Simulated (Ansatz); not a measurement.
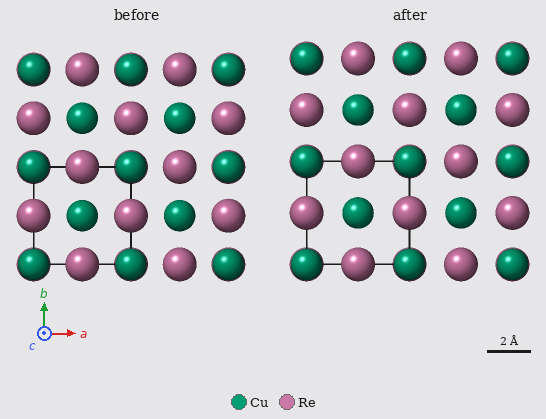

The structure of a crystal of Cu4Re3 (a generated structure, set up in Pm-3m) (coarse preliminary run) before (left) and after (right) a relaxation, at one scale.

Style: spheres-only. Shown: the cell of the calculation, repeated 2 × 2 × 1 with one cell outlined, along the c axis.

Method: Ansatz, DFT PBE, scalar-relativistic, plane waves, PAW.

The input:
```yaml
crystal:
  lattice:
    - [4.61847787, 0.0, 0.0]
    - [0.0, 4.61847787, 0.0]
    - [0.0, 0.0, 4.61847787]
  atoms:
    - { symbol: Cu, position: [0.0, 0.0, 0.0] }
    - { symbol: Cu, position: [0.0, 0.5, 0.5] }
    - { symbol: Cu, position: [0.5, 0.0, 0.5] }
    - { symbol: Cu, position: [0.5, 0.5, 0.0] }
    - { symbol: Re, position: [0.5, 0.0, 0.0] }
    - { symbol: Re, position: [0.0, 0.5, 0.0] }
    - { symbol: Re, position: [0.0, 0.0, 0.5] }
basis:
  ecutwfc: 420
kpoints:
  mp_grid: { grid: [4, 4, 4] }
hamiltonian:
  xc: pbe
scf:
  occupations: { method: gaussian, width: 0.1 }
  lower_state_search: "off"
output:
  forces: true
  stress: true
  eigenvalues: true
relax:
  adjacent_minimum: "off"
  f_tol: 0.04
  max_steps: 70
  cell: { stress_tol: 0.4 }
```

Launched with:
```bash
ansatz run input.yaml --threads 1 --pin off --max-ram 2560MiB --backend cpu --events-out ev --progress --plain --runs-dir out
```

> Describe what moved and what it gained.

No atom moves by more than 0.005 Å relative to the cell. The volume changes by +18.0 %, with a = b = c 4.618 → 4.881 Å (+5.7 %). Some distances before and after: Cu1–Re5 2.309 → 2.440 Å. The space group stays Pm-3m (No. 221). The energy falls by 265 meV per atom in 3 accepted moves (4 points after the start). All forces vanish by symmetry, so only the cell relaxes. Pressure: 38.85 GPa at the start and 0.22 GPa at the end. At 1 point the geometry stayed and the basis and grid were re-selected for the new cell (energy shift of 2.7 meV per atom at most each time). Cost: 29 s on 1 thread of Intel(R) Xeon(R) Platinum 8488C (Sapphire Rapids), on a shared host, peak memory 0.5 GiB.
